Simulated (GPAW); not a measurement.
**B2NH3F: property calculation**

System: B2NH3F, multiplicity 2, SMILES [BH]NBF.
Method: BLYP/dz(dzp), UKS, dispersion D3(BJ), scalar-relativistic datasets (GPAW 26.7.0).

The geometry comes from this level: GFN2-xTB. Figures and captions count atoms from 1; the log counts them from 0 in places.

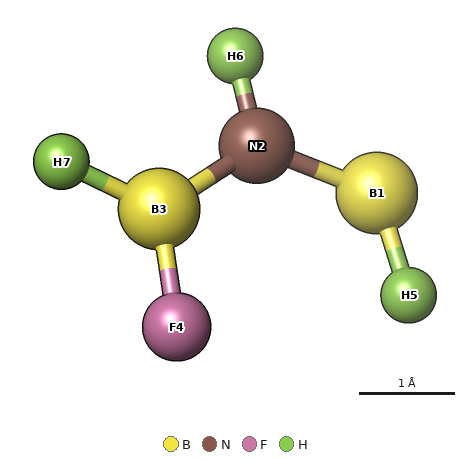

*The structure as given in the input (ball-and-stick view, seen at a tilt; atoms are numbered from 1 in the order of the input).*

## Results in brief

```json
{"quantity": "outcome", "value": "converged"}
{"quantity": "energy relative to the program's reference atoms", "value": "−32.1095 eV"}
{"quantity": "dispersion energy", "value": "−0.008229 hartree"}
{"quantity": "basis functions", "value": "38"}
{"quantity": "dipole moment", "value": "2.10 D"}
{"quantity": "hardware", "value": "1 thread of Arm Neoverse V1, 24 GiB of memory available, shared host"}
{"quantity": "wall time", "value": "15 s"}
{"quantity": "peak memory", "value": "0.46 GiB"}
```

Further notes kept with the run: datasets made with stock radii, not tested.

## Input (sp.py)
```python
import numpy as np
from ase.calculators.mixing import SumCalculator
from ase.io import read
from ase.units import Debye
from dftd3.ase import DFTD3
from gpaw import GPAW, setup_paths
from gpaw.analyse.hirshfeld import HirshfeldPartitioning
from gpaw.atom.configurations import parameters
from gpaw.atom.generator import Generator

# Set up the molecule
system = read('b2fh3n.sdf')
system.center(vacuum=3.5)
system.set_initial_magnetic_moments([0.25, 0.25, 0.25, 0.25, 0.0, 0.0, 0.0])

# No datasets are shipped for this functional: make them
for symbol in ['B', 'F', 'H', 'N']:
    Generator(symbol, xcname='BLYP', scalarrel=True, nofiles=True, txt=None).run(**parameters[symbol])
setup_paths.insert(0, '.')

# Ground state
dft = GPAW(mode='lcao',
           maxiter=100,
           occupations={'name': 'fermi-dirac', 'width': 0.02, 'fixmagmom': True},
           basis='dz(dzp)',
           xc='BLYP',
           legacy_gpaw=True,
           h=0.18,
           symmetry='off',
           txt='-')
system.calc = SumCalculator([DFTD3(method='BLYP', damping='d3bj'), dft])

energy = system.get_potential_energy()
print(f'Energy: {energy:.5f} eV')
dipole = dft.get_dipole_moment(system) / Debye
print(f'Dipole                  {np.linalg.norm(dipole):.3f} D')
print('Moments:', dft.get_magnetic_moments(system).round(3))
hirshfeld = HirshfeldPartitioning(dft)
charges = hirshfeld.get_charges()
volumes = hirshfeld.get_effective_volume_ratios()
for symbol, q, v in zip(system.symbols, charges, volumes):
    print(f'{symbol:2} charge {q:7.3f}  volume ratio {v:6.3f}')
```

## File b2fh3n.sdf
```

     RDKit          3D

  7  6  0  0  0  0  0  0  0  0999 V2000
   -1.1378    1.0940   -0.1969 B   0  0  0  0  0  2  0  0  0  0  0  0
   -0.0086    0.5118    0.4079 N   0  0  0  0  0  0  0  0  0  0  0  0
    0.6421   -0.6930    0.0500 B   0  0  0  0  0  0  0  0  0  0  0  0
    0.1846   -1.4046   -0.9660 F   0  0  0  0  0  0  0  0  0  0  0  0
   -1.6711    0.6047   -1.1102 H   0  0  0  0  0  0  0  0  0  0  0  0
    0.4065    0.9905    1.1973 H   0  0  0  0  0  0  0  0  0  0  0  0
    1.5842   -1.1034    0.6180 H   0  0  0  0  0  0  0  0  0  0  0  0
  2  1  1  0
  3  2  1  0
  4  3  1  0
  5  1  1  0
  6  2  1  0
  7  3  1  0
M  RAD  1   1   2
M  END
$$$$
```

Run as:
```bash
OMP_NUM_THREADS=1 python sp.py
```

## Output
```
___ ___ ___ _ _ _
 |   |   |_  | | | |
 | | | | | . | | | |
 |__ |  _|___|_____|  26.7.0
 |___|_|

units:  Angstrom and eV
cores:  1
OpenMP: False

Versions:
  Python: 3.12.14
  ASE:    3.29.0
  Numpy:  2.5.5
  Scipy:  1.18.1
  Libxc:  7.0.0

        _gpaw.cpython-312-aarch64-linux-gnu.so

Input parameters:
  basis: dz(dzp)
  h: 0.18
  maxiter: 100
  mode: lcao
  occupations: {fixmagmom: True,
                name: fermi-dirac,
                width: 0.02}
  symmetry: off
  xc: BLYP

System changes: positions, numbers, cell, pbc, initial_charges, initial_magmoms

Initialize ...

species:
  B:
    name:    Boron
    Z:       5.0
    valence: 3
    core:    2
    charge:  0.0  # [|e|]
    file:    B.BLYP
    compensation charges:
      type: gauss
      rc: 0.20  # [Å]
      lmax: 2
    cutoffs:
      filter: 1.14  # [Å]
      core: 1.38  # [Å]
    projectors
    | kind |    occ | energy [eV] | rcut [Å] |
    |------|--------|-------------|----------|
    |   2s |  2.000 |      -9.302 |    0.635 |
    |   2p |  1.000 |      -3.537 |    0.635 |
    |    s |        |      17.909 |    0.635 |
    |    p |        |      23.675 |    0.635 |
    |    d |        |       0.000 |    0.635 |

    LCAO basis set for B:
      Name: dz(dzp)
      File: B.dzp.basis.gz
      Number of radial functions: 4
      Number of spherical harmonics: 8
        l=0, rc=6.6719 Bohr: 2s-sz confined orbital
        l=1, rc=8.2188 Bohr: 2p-sz confined orbital
        l=0, rc=3.7500 Bohr: 2s-dz split-valence wave
        l=1, rc=4.6094 Bohr: 2p-dz split-valence wave
      Number of RI-basis functions 0

  N:
    name:    Nitrogen
    Z:       7.0
    valence: 5
    core:    2
    charge:  0.0  # [|e|]
    file:    N.BLYP
    compensation charges:
      type: gauss
      rc: 0.18  # [Å]
      lmax: 2
    cutoffs:
      filter: 1.11  # [Å]
      core: 0.96  # [Å]
    projectors
    | kind |    occ | energy [eV] | rcut [Å] |
    |------|--------|-------------|----------|
    |   2s |  2.000 |     -18.447 |    0.603 |
    |   2p |  3.000 |      -7.063 |    0.529 |
    |    s |        |       8.764 |    0.603 |
    |    p |        |      20.148 |    0.529 |
    |    d |        |       0.000 |    0.577 |

    LCAO basis set for N:
      Name: dz(dzp)
      File: N.dzp.basis.gz
      Number of radial functions: 4
      Number of spherical harmonics: 8
        l=0, rc=4.8594 Bohr: 2s-sz confined orbital
        l=1, rc=6.0625 Bohr: 2p-sz confined orbital
        l=0, rc=2.6094 Bohr: 2s-dz split-valence wave
        l=1, rc=3.2656 Bohr: 2p-dz split-valence wave
      Number of RI-basis functions 0

  F:
    name:    Fluorine
    Z:       9.0
    valence: 7
    core:    2
    charge:  0.0  # [|e|]
    file:    F.BLYP
    compensation charges:
      type: gauss
      rc: 0.20  # [Å]
      lmax: 2
    cutoffs:
      filter: 1.14  # [Å]
      core: 0.74  # [Å]
    projectors
    | kind |    occ | energy [eV] | rcut [Å] |
    |------|--------|-------------|----------|
    |   2s |  2.000 |     -29.774 |    0.635 |
    |   2p |  5.000 |     -11.120 |    0.635 |
    |    s |        |      -2.562 |    0.635 |
    |    p |        |      16.091 |    0.635 |
    |    d |        |       0.000 |    0.635 |

    LCAO basis set for F:
      Name: dz(dzp)
      File: F.dzp.basis.gz
      Number of radial functions: 4
      Number of spherical harmonics: 8
        l=0, rc=3.8594 Bohr: 2s-sz confined orbital
        l=1, rc=4.8750 Bohr: 2p-sz confined orbital
        l=0, rc=2.0156 Bohr: 2s-dz split-valence wave
        l=1, rc=2.6094 Bohr: 2p-dz split-valence wave
      Number of RI-basis functions 0

  H:
    name:    Hydrogen
    Z:       1.0
    valence: 1
    core:    0
    charge:  0.0  # [|e|]
    file:    H.BLYP
    compensation charges:
      type: gauss
      rc: 0.15  # [Å]
      lmax: 2
    cutoffs:
      filter: 0.85  # [Å]
      core: 0.53  # [Å]
    projectors
    | kind |    occ | energy [eV] | rcut [Å] |
    |------|--------|-------------|----------|
    |   1s |  1.000 |      -6.535 |    0.476 |
    |    s |        |      20.676 |    0.476 |
    |    p |        |       0.000 |    0.476 |

    LCAO basis set for H:
      Name: dz(dzp)
      File: H.dzp.basis.gz
      Number of radial functions: 2
      Number of spherical harmonics: 2
        l=0, rc=6.4219 Bohr: 1s-sz confined orbital
        l=0, rc=3.6094 Bohr: 1s-dz split-valence wave
      Number of RI-basis functions 0

Reference energy: -5579.116971  # eV

Spin-polarized calculation.
Initial magnetic moment: 1.000000

Convergence criteria:
 Maximum [total energy] change in last 3 cyles: 0.0005 eV / valence electron
 Maximum integral of absolute [dens]ity change: 0.0001 electrons / valence electron
 Maximum integral of absolute [eigenst]ate change: 4e-08 eV^2 / valence electron
 Maximum number of scf [iter]ations: 100
 (Square brackets indicate name in SCF output, whereas a 'c' in
 the SCF output indicates the quantity has converged.)

Symmetries present (total): 1

  ( 1  0  0)
  ( 0  1  0)
  ( 0  0  1)

1 k-point (Gamma)
1 k-point in the irreducible part of the Brillouin zone
       k-points in crystal coordinates                weights
   0:     0.00000000    0.00000000    0.00000000          1/1

Wave functions: LCAO
  Diagonalizer: Serial LAPACK
  Atomic Correction: dense with blas
  Data-type: float

Occupation numbers: Fixed magnetic moment: 1.000
Fermi-Dirac:
  width: 0.0200  # eV

Eigensolver
   LCAO using direct dense diagonalizer

Densities:
  Coarse grid: 56*52*52 grid
  Fine grid: 112*104*104 grid
  Total Charge: 0.000000

Density mixing:
  Method: fullspin
  Backend: msr1
  Linear mixing parameter: 0.05
  old densities: 10
  Width of damping distribution: 1.1
  Damping of long wavelength oscillations: 1  # (no daming)

Hamiltonian:
  XC and Coulomb potentials evaluated on a 112*104*104 grid
  Using the BLYP Exchange-Correlation functional
  Interpolation: tri-quintic (5. degree polynomial)
  Poisson solver: FastPoissonSolver using
    Stencil: 6*3+1=19 point O(h^6) finite-difference Laplacian
    FFT axes: []
    FST axes: [np.int64(1), np.int64(2), np.int64(0)]

XC parameters: BLYP with 2 nearest neighbor stencil

Memory estimate:
  Process memory now: 244.30 MiB
  Calculator: 100.08 MiB
    Density: 65.11 MiB
      Arrays: 39.21 MiB
      Localized functions: 4.07 MiB
      Mixer: 21.83 MiB
    Hamiltonian: 29.46 MiB
      Arrays: 29.14 MiB
      XC: 0.00 MiB
      Poisson: 0.00 MiB
      vbar: 0.33 MiB
    Wavefunctions: 5.51 MiB
      C [qnM]: 0.01 MiB
      S, T [2 x qmm]: 0.02 MiB
      P [aqMi]: 0.00 MiB
      BasisFunctions: 5.48 MiB
      Eigensolver: 0.00 MiB

Total number of cores used: 1

Number of atoms: 7
Number of atomic orbitals: 38
Number of bands in calculation: 18
Number of valence electrons: 21
Bands to converge: occupied

... initialized

Initializing position-dependent things.

Density initialized from atomic densities
       .------------------------.
      /|                        |
     / |                        |
    /  |                        |
   /   |                        |
  /    |                        |
 *     |          H             |
 |     |                        |
 |     |       B N  H           |
 |     |     H    B             |
 |     |        F               |
 |     .------------------------.
 |    /                        /
 |   /                        /
 |  /                        /
 | /                        /
 |/                        /
 *------------------------*

Atomic positions and initial magnetic moments

Positions:
   0 B      4.033300    5.998600    4.413300    ( 0.0000,  0.0000,  0.2500)
   1 N      5.162500    5.416400    5.018100    ( 0.0000,  0.0000,  0.2500)
   2 B      5.813200    4.211600    4.660200    ( 0.0000,  0.0000,  0.2500)
   3 F      5.355700    3.500000    3.644200    ( 0.0000,  0.0000,  0.2500)
   4 H      3.500000    5.509300    3.500000    ( 0.0000,  0.0000,  0.0000)
   5 H      5.577600    5.895100    5.807500    ( 0.0000,  0.0000,  0.0000)
   6 H      6.755300    3.801200    5.228200    ( 0.0000,  0.0000,  0.0000)

Unit cell:
           periodic     x           y           z      points  spacing
  1. axis:    no    10.255300    0.000000    0.000000    56     0.1831
  2. axis:    no     0.000000    9.498600    0.000000    52     0.1827
  3. axis:    no     0.000000    0.000000    9.307500    52     0.1790

  Lengths:  10.255300   9.498600   9.307500
  Angles:   90.000000  90.000000  90.000000

Effective grid spacing dv^(1/3) = 0.1816

iter:   1 00:00:02   -33.410705        c          +0.9996
iter:   2 00:00:03   -33.079335        c -0.73    +0.9996
iter:   3 00:00:04   -31.871553        c -0.77    +0.9999
iter:   4 00:00:05   -31.881374        c -1.31    +1.0000
iter:   5 00:00:06   -31.886500        c -1.97    +1.0000
iter:   6 00:00:07   -31.885566c       c -2.29    +1.0000
iter:   7 00:00:08   -31.885541c       c -2.88    +1.0000
iter:   8 00:00:09   -31.885557c       c -3.21    +1.0000
iter:   9 00:00:10   -31.885558c       c -3.58    +1.0000
iter:  10 00:00:11   -31.885558c       c -4.03c   +1.0000

Converged after 10 iterations.

Dipole moment: (0.247259, 0.124027, 0.338145) |e|*Ang

Total magnetic moment: (0.000000, 0.000000, 0.999985)
Local magnetic moments:
   0 B  ( 0.000000,  0.000000,  0.182791)
   1 N  ( 0.000000,  0.000000, -0.001039)
   2 B  ( 0.000000,  0.000000,  0.008420)
   3 F  ( 0.000000,  0.000000, -0.001380)
   4 H  ( 0.000000,  0.000000,  0.016148)
   5 H  ( 0.000000,  0.000000,  0.008639)
   6 H  ( 0.000000,  0.000000,  0.000850)

Energy contributions relative to reference atoms: (reference = -5579.116971)

Kinetic:        +41.538359
Potential:      -40.394649
External:        +0.000000
XC:             -33.578684
Entropy (-ST):   -0.000000
Local:           +0.549416
SIC:             +0.000000
--------------------------
Free energy:    -31.885558
Extrapolated:   -31.885558

Spin contamination: 0.017453 electrons
                   Up                     Down
 Band  Eigenvalues  Occupancy  Eigenvalues  Occupancy
    0    -30.45313    1.00000    -30.45532    1.00000
    1    -22.39712    1.00000    -22.34126    1.00000
    2    -13.87638    1.00000    -13.81211    1.00000
    3    -13.83515    1.00000    -13.64655    1.00000
    4    -12.21361    1.00000    -12.14580    1.00000
    5    -10.85856    1.00000    -10.86034    1.00000
    6    -10.82349    1.00000    -10.77486    1.00000
    7     -9.74516    1.00000     -9.44596    1.00000
    8     -8.37322    1.00000     -8.33001    1.00000
    9     -8.26514    1.00000     -8.22709    1.00000
   10     -4.41094    1.00000     -2.06675    0.00000
   11     -2.17660    0.00000     -1.77340    0.00000
   12      0.16619    0.00000      0.33597    0.00000
   13      1.65122    0.00000      1.68515    0.00000
   14      3.44811    0.00000      3.47415    0.00000
   15      4.11657    0.00000      4.14856    0.00000
   16      4.76809    0.00000      4.92044    0.00000
   17      5.75898    0.00000      6.15095    0.00000

Fermi levels: -3.81061, -5.18058

Energy: -32.10948 eV
Dipole                  2.098 D
Moments: [ 0.183 -0.001  0.008 -0.001  0.016  0.009  0.001]
B  charge   0.056  volume ratio  0.906
N  charge  -0.152  volume ratio  0.906
B  charge   0.204  volume ratio  0.815
F  charge  -0.106  volume ratio  0.995
H  charge  -0.063  volume ratio  0.767
H  charge   0.126  volume ratio  0.673
H  charge  -0.065  volume ratio  0.717
```
